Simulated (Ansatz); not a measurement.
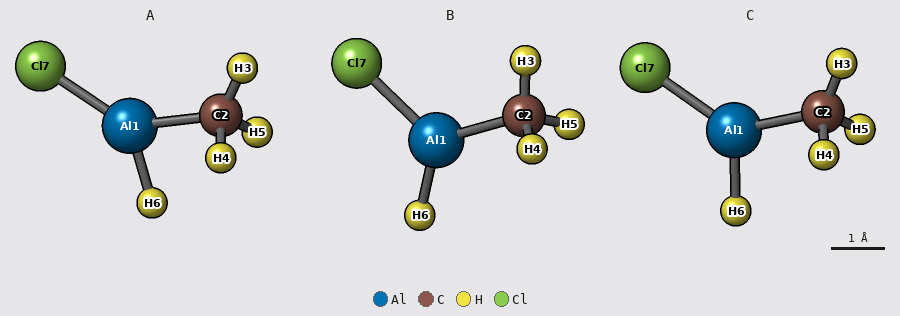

3 geometries from one relaxation of CH4AlCl, in shuffled order. Style: ball-and-stick. Shown at a tilt.

The run prepares an end point of a later path (reaction) calculation, from a guessed geometry.

Computed with RHF/def2-SVP (Ansatz 0.2.0). Settings: no spin polarisation; force threshold 0.03 eV/Å; at most 50 steps.

> Order the frames from highest to lowest energy.

A, C, B. They are steps 0, 2, 7, at +0.794 eV, +0.209 eV relative to the last. The energy falls by 0.794 eV in 7 geometry steps. The largest force component goes from 1.9 to 0.008 eV/Å. The largest move after the best rigid fit is that of H6, 0.75 Å. By element the largest moves are H 0.75 Å, Cl 0.36 Å, Al 0.30 Å, C 0.06 Å. Among the contacts that change: Al1–Cl7 2.091 → 2.118 Å, Al1–H6 1.544 → 1.571 Å, Al1–C2 1.938 → 1.954 Å. Among the angles between lasting bonds that change: C2–Al1–H6 85.5° → 124.0°, C2–Al1–Cl7 139.8° → 119.9°, H6–Al1–Cl7 134.7° → 116.1°. The run took 10 s on 1 thread of Arm Neoverse V1 (shared host), peak memory 0.12 GiB.

Limits of the set-up: Hartree-Fock leaves out electron correlation.
